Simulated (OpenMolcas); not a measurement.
# One shape, several levels: SiH3OF (SMILES O[SiH2]F)

We compute a comparison of 6 runs (HF/STO-3G, HF/3-21G, HF/aug-cc-pVDZ, PBE0/aug-cc-pVDZ, SVWN5/aug-cc-pVDZ, CCSD(T)/aug-cc-pVDZ) of SiH3OF. 

Program for the calculation: OpenMolcas 26.06.

1 further run of the same task is left out (set aside as unsound or not needed).

### Step 1. Starting point

SiH3OF has 6 atoms, charge 0, and is taken as a singlet. As SMILES, `O[SiH2]F`. The coordinates come from a PBE0-D4/def2-TZVP relaxation. This is one conformer, not always the lowest.

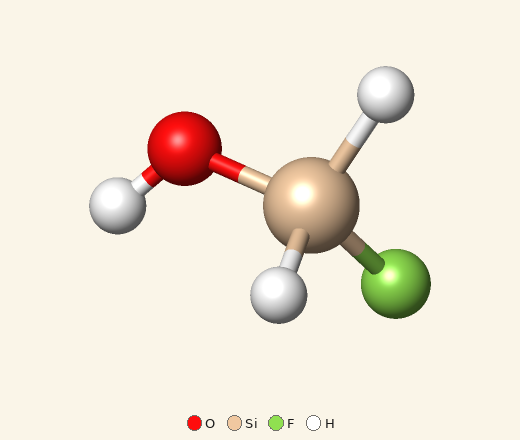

The structure, seen from a chosen angle (oxygen red, silicon light orange, fluorine green, hydrogen white).

### Step 2. Energy and gradient at HF/STO-3G (run 1)

The input, calc.input:

```
&GATEWAY
BasLib=$CurrDir
BasisSet
O.STO-3G....
O1 -0.853500 -0.209200 -0.924100 angstrom
End of Basis
BasisSet
Si.STO-3G....
Si2 0.378300 -0.009300 0.123900 angstrom
End of Basis
BasisSet
F.STO-3G....
F3 0.180800 -0.922800 1.417800 angstrom
End of Basis
BasisSet
H.STO-3G....
H4 -1.714200 0.150200 -0.705600 angstrom
H5 1.595600 -0.458500 -0.575800 angstrom
H6 0.455100 1.385600 0.617600 angstrom
End of Basis
&SEWARD
&SCF
Thresholds=1e-10 1e-07 1e-07 1e-05
PrOrbitals=0
&ALASKA
```

The basis set STO-3G is read from a file made from the Basis Set Exchange's data (not shown).

Started as:

```sh
$ export MOLCAS_MEM=1860
$ pymolcas calc.input > calc.log
```

Standard output:

```text
--- Start Module: gateway ---
[...]
--- Stop Module: gateway /rc=_RC_ALL_IS_WELL_ ---
[...]
      Basis functions           22
[...]
--- Start Module: scf ---
[...]
       Convergence after  10 Iterations
[...]
::    Total SCF energy                               -459.2465694377
[...]
      Total spin, S                                     0.0000000000
[...]
      Total electronic charge=   34.000000
      Total            charge=   -0.000000
[...]
      Dipole Moment (debye):
      Origin of the operator (angstrom)=    0.0107   -0.3039    0.2266
                   X= -2.7904E-01               Y=  1.2537E+00               Z=  1.4020E-01           Total=  1.2920E+00
      Quadrupole Moment (debye*angstrom):
[...]
--- Stop Module: scf /rc=_RC_ALL_IS_WELL_ ---
--- Start Module: alaska ---
[...]
 *              Molecular gradients               *
 **************************************************
  Irreducible representation: a
 ------------------------------------------------------------------------------------------
                              X                       Y                       Z
 ------------------------------------------------------------------------------------------
  O1               -1.16732328293310E-02    2.02636316506748E-02    2.96833265398657E-02
  SI2              -3.17692816149311E-02   -3.01145506760392E-02   -4.44185655853069E-03
  F3                4.34808613211468E-03    9.04107252468656E-03   -9.05219052258666E-03
  H4                1.77419885303558E-02   -1.34060990051854E-02   -1.67217350429904E-02
  H5                2.27223494864495E-02   -1.16827112748981E-02   -1.20013872795242E-02
  H6               -1.36990970466105E-03    2.58986567807327E-02    1.25338428637836E-02
 ------------------------------------------------------------------------------------------
--- Stop Module: alaska /rc=_RC_ALL_IS_WELL_ ---
[...]
```

Wall time 1.8 s (1 thread of Arm Neoverse V1, shared host); peak memory 0.37 GiB.

### Step 3. Energy and gradient at HF/3-21G (run 2)

The input, run.input:

```
&GATEWAY
  BasLib
  $CurrDir
  Coord
  6
  angstrom
  O       -0.853500      -0.209200      -0.924100
  Si       0.378300      -0.009300       0.123900
  F        0.180800      -0.922800       1.417800
  H       -1.714200       0.150200      -0.705600
  H        1.595600      -0.458500      -0.575800
  H        0.455100       1.385600       0.617600
  Basis
  3-21G
  Group
  NoSym

&SEWARD

&SCF
  Thresholds
  1e-10 1e-07 1e-07 1e-05
  PrOrbitals
  1 1

&ALASKA
```

The basis set 3-21G is read from a file made from the Basis Set Exchange's data (not shown).

Started as:

```sh
$ export MOLCAS_MEM=1860
$ pymolcas run.input > run.log
```

Standard output:

```text
--- Start Module: gateway ---
[...]
--- Stop Module: gateway /rc=_RC_ALL_IS_WELL_ ---
[...]
      Basis functions           37
[...]
--- Start Module: scf ---
[...]
       Convergence after  13 Iterations
[...]
::    Total SCF energy                               -462.5804904154
[...]
      Total spin, S                                     0.0000000000
[...]
      Total electronic charge=   34.000000
      Total            charge=   -0.000000
[...]
      Dipole Moment (debye):
      Origin of the operator (angstrom)=    0.0107   -0.3039    0.2266
                   X= -7.5463E-01               Y=  1.9727E+00               Z= -1.4241E-01           Total=  2.1169E+00
      Quadrupole Moment (debye*angstrom):
[...]
--- Stop Module: scf /rc=_RC_ALL_IS_WELL_ ---
--- Start Module: alaska ---
[...]
 *              Molecular gradients               *
 **************************************************
  Irreducible representation: a
 ------------------------------------------------------------------------------------------
                              X                       Y                       Z
 ------------------------------------------------------------------------------------------
  O1                1.78337798024391E-02   -2.17354079794729E-03    4.36050718009362E-03
  SI2              -3.56945151859431E-02   -1.30200918465873E-02    8.33949017379609E-03
  F3                6.06713708745388E-03    1.48467516838036E-02   -2.05339984020902E-02
  H4                1.00448064021097E-02    2.04211125574161E-03    7.98620258047600E-03
  H5                1.85864259786195E-03   -3.36266235398153E-03   -2.18132417837769E-03
  H6               -1.09850703938985E-04    1.66743205896047E-03    2.02912264609156E-03
 ------------------------------------------------------------------------------------------
--- Stop Module: alaska /rc=_RC_ALL_IS_WELL_ ---
[...]
```

Wall time 2 s (1 thread of Arm Neoverse V1, shared host); peak memory 0.37 GiB.

Runs 3 to 5 aren't shown in full; the table further down has their settings and results.

### Step 4. A single-point energy at CCSD(T)/aug-cc-pVDZ (Cholesky decomposition) (run 6)

The input, geom.xyz:

```xyz
6

O     -0.853500    -0.209200    -0.924100
Si     0.378300    -0.009300     0.123900
F      0.180800    -0.922800     1.417800
H     -1.714200     0.150200    -0.705600
H      1.595600    -0.458500    -0.575800
H      0.455100     1.385600     0.617600
```

The input, test.input:

```
&GATEWAY
 BASLIB = $CurrDir
 COORD = geom.xyz
 BASIS = aug-cc-pVDZ
 GROUP = NoSym

&SEWARD
 HIGH

&SCF
 THRESHOLDS = 1e-10 1e-07 1e-07 1e-05
 PRORBITALS = 1 2

&CHCC
 FROZEN = 7
 THRESHOLD = 1e-08
 MAXITERATIONS = 80

&CHT3
 FROZEN = 7
```

The basis set aug-cc-pVDZ is read from a file made from the Basis Set Exchange's data (not shown).

Started as:

```sh
$ export MOLCAS_MEM=1860
$ pymolcas test.input > test.log
```

Standard output:

```text
--- Start Module: gateway ---
[...]
--- Stop Module: gateway /rc=_RC_ALL_IS_WELL_ ---
[...]
      Basis functions          100
[...]
       Convergence after  13 Iterations
[...]
::    Total SCF energy                               -465.1078117825
[...]
      Total spin, S                                     0.0000000000
[...]
      Total electronic charge=   34.000000
      Total            charge=   -0.000000
[...]
      Dipole Moment (debye):
      Origin of the operator (angstrom)=    0.0107   -0.3039    0.2266
                   X= -6.7285E-01               Y=  1.5460E+00               Z= -3.4343E-01           Total=  1.7207E+00
      Quadrupole Moment (debye*angstrom):
[...]
--- Start Module: chcc ---
[...]
--- Stop Module: chcc /rc=_RC_ALL_IS_WELL_ ---
[...]
--- Start Module: cht3 ---
[...]
--- Stop Module: cht3 /rc=_RC_ALL_IS_WELL_ ---
[...]
```

It took 3.1 min on 1 thread of Arm Neoverse V1, shared host; peak memory 0.15 GiB.

### Step 5. All runs side by side

```csv
run,level,integration grid,integral approximation,energy (Eh),dipole moment (D) of the reference,HOMO energy (eV),LUMO energy (eV),wall time
1,HF/STO-3G,–,none,-459.246569,1.29,-9.72,13.05,1.8 s
2,HF/3-21G,–,none,-462.580490,2.12,-12.90,5.10,2 s
3,HF/aug-cc-pVDZ,–,none,-465.107812,1.72,-13.02,0.93,12 s
4,PBE0/aug-cc-pVDZ,UltraFine,none,-466.177507,1.60,-9.34,-0.37,34 s
5,SVWN5/aug-cc-pVDZ,UltraFine,none,-464.122287,1.58,-7.89,-1.11,28 s
6,CCSD(T)/aug-cc-pVDZ (Cholesky decomposition),–,CD high,-465.654067,1.72,-13.02,0.93,3.1 min
```

### Step 6. Results

```
                                          quantity          value
                               run 6: total energy  -465.65407 Eh
         run 6: dipole moment (mean-field density)         1.72 D
        run 6: HOMO energy (Hartree–Fock orbitals)      -13.02 eV
        run 6: LUMO energy (Hartree–Fock orbitals)        0.93 eV
      run 6: HOMO–LUMO gap (Hartree–Fock orbitals)       13.95 eV
run 6: correlation energy (7 core orbitals frozen)     -546.3 mEh
                             run 6: (T) correction     -12.90 mEh
```

**Reading.** Over runs 1, 2, 3, 4, 5 the dipole moment (its size) runs from 1.29 D (HF/STO-3G) to 2.12 D (HF/3-21G). Over runs 1, 2, 3, 4, 5 the HOMO–LUMO gap runs from 6.78 eV (SVWN5/aug-cc-pVDZ) to 22.77 eV (HF/STO-3G). The two ends differ in method and basis. Totals of different functionals can't be ranked against each other. In run 1 the basis is minimal, so the values are rough. All runs together took 4.4 min, the longest 3.1 min.
